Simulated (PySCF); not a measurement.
**C7H8B2 (SMILES BC#C/C=C(\BC)C#C): density, localisation and related maps**

```xyz
17

B     4.2541   -0.1411   -0.2723
C     2.8446   -0.5519   -0.0446
C     1.6801   -0.8708    0.1347
C     0.3754   -1.3073    0.3427
C    -0.7251   -0.5073    0.4116
B    -0.6737    1.0366    0.2526
C    -1.9921    1.8784    0.4021
C    -1.9686   -1.1449    0.6373
C    -3.0339   -1.6702    0.8218
H     4.9938   -0.0821    0.6327
H     4.6123    0.1131   -1.3570
H     0.2794   -2.3837    0.4630
H     0.3532    1.5398   -0.0098
H    -2.6292    1.5209    1.2097
H    -1.8273    2.9439    0.5412
H    -2.5844    1.7643   -0.5081
H    -3.9654   -2.1257    0.9820
```

Geometry: GFN2-xTB.

The calculation used PySCF 2.14.0, PBE0/pcSseg-1, SCF density, gas phase, non-relativistic.

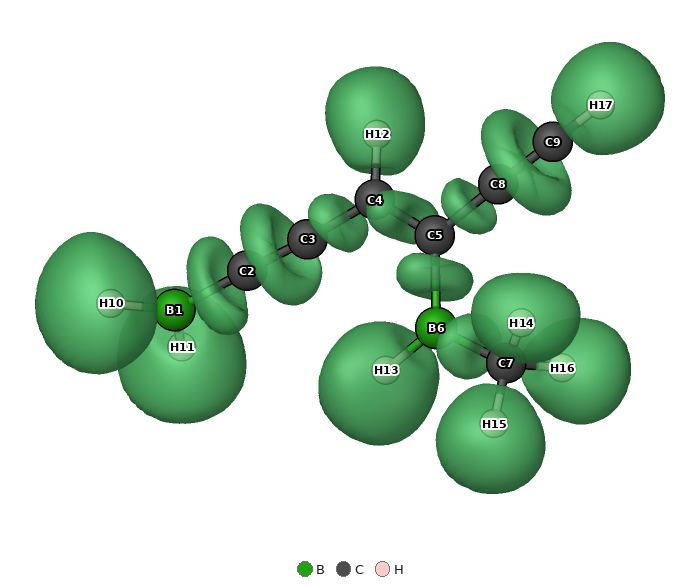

Figure 1. Isosurface of the electron localisation function at 0.8 (green), seen at a tilt. Core shells and regions of very low density are left out.

> Identify the bonds, lone pairs and shells in this picture.

At this value the surface marks out three regions between bonded B–C atoms (shared pairs), five regions between bonded C–C atoms (shared pairs) and eight regions around hydrogen nuclei. Profiles from the grid: C–C (1.20 Å): the ELF peaks at about 0.85 between the atoms; a short, multiple covalent bond. C–B (1.49 Å): the ELF peaks at about 0.95 between the atoms (localised, covalent bonding).

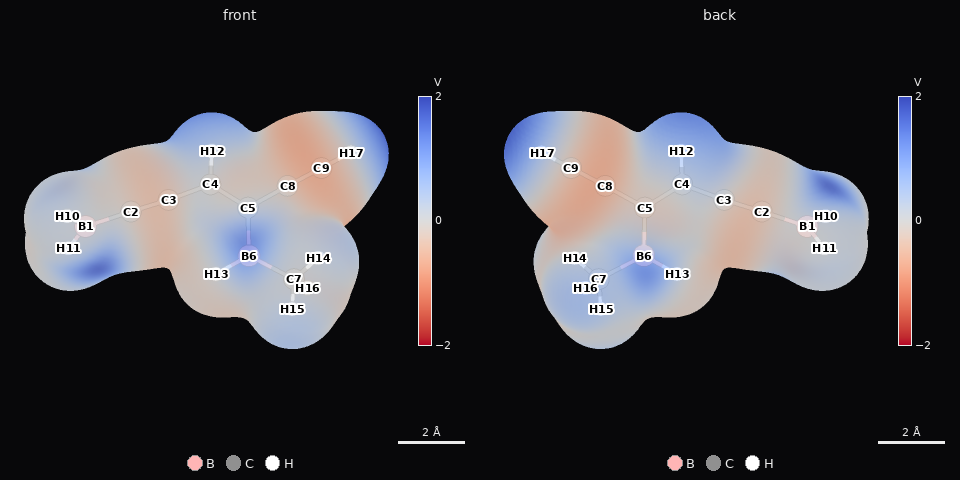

Figure 2. The electrostatic potential painted on the density surface at 0.002 e/bohr³, seen from the front and from behind; the colour scale runs from red (negative) to blue (positive).

> Which sites attract a positive test charge, and which a negative one?

A positive charge is drawn to the negative regions and a negative charge to the positive ones. The most negative region (about −0.7 V) lies over C8 and C9, the most positive (about +1.6 V) over B1 and H17.

> How polar is the molecule by this calculation?

Its dipole moment is 0.82 D.

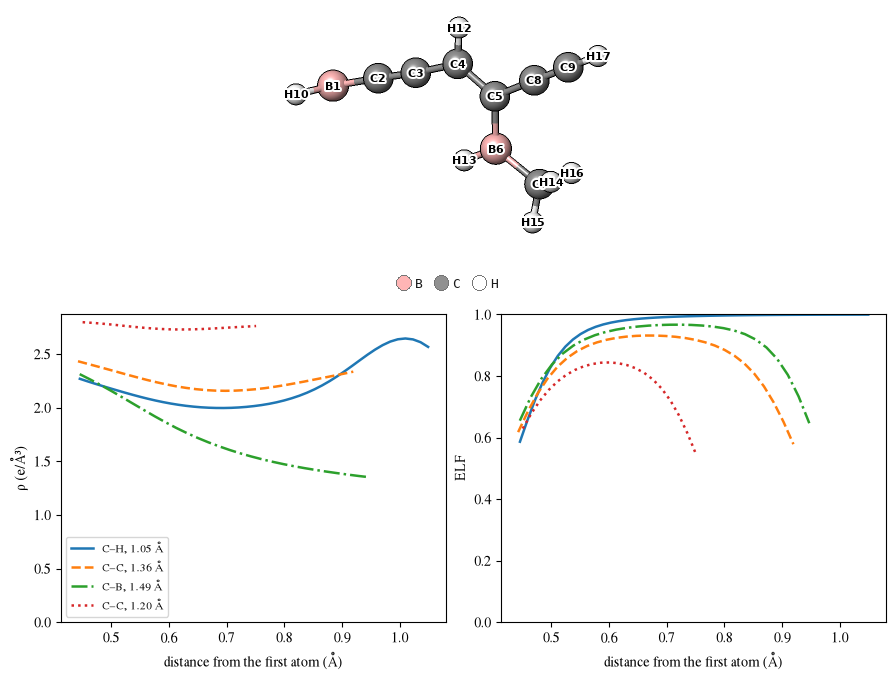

Figure 3. Total electron density and ELF along straight lines between neighbouring atoms. The curves leave out the atomic cores. The structure is drawn too.

> Compare the contacts.

C–H (1.05 Å): the density is about 2.1 e/Å³ at the midpoint; the ELF climbs to about 1 towards the hydrogen, as it does in any bond to H (an ordinary covalent bond to hydrogen).
C–C (1.36 Å): the density is about 2.2 e/Å³ at the midpoint; the ELF peaks at about 0.95 between the atoms: localised, covalent bonding.
C–B (1.49 Å): ρ at the midpoint is about 1.5 e/Å³; the ELF peaks at about 0.95 between the atoms: localised, covalent bonding.
C–C (1.20 Å): ρ is about 2.7 e/Å³ halfway; the ELF peaks at about 0.85 between the atoms (a short, multiple covalent bond).
